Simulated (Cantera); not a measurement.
Charge: 1 mol S, 0.1 mol O2, a varied amount of H2, held at 1698.15 K and 90000 Torr.

Equilibrium computed with Cantera from the NASA thermochemical tables; the gas is ideal and each condensed phase is pure. Candidate condensed phases: H2O, H2SO4, S; 19 gas species. The ideal-gas law is rough above about 30 bar. Rates play no part.

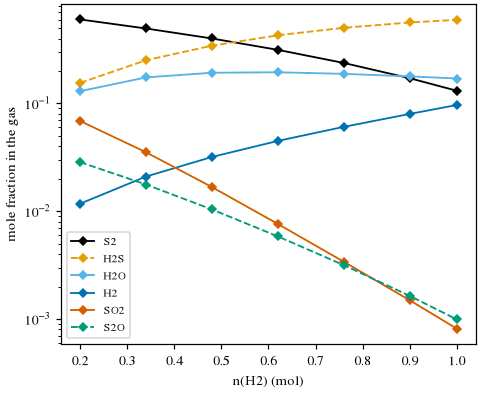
Figure: Equilibrium gas composition (values under 1e-9 drawn at 1e-9)

Task: Read off the mole fractions at 0.48 mol H2.

Result: S2 about 0.40, H2S about 0.34, H2O about 0.19, H2 about 0.032, SO2 about 0.017, S2O about 0.010.
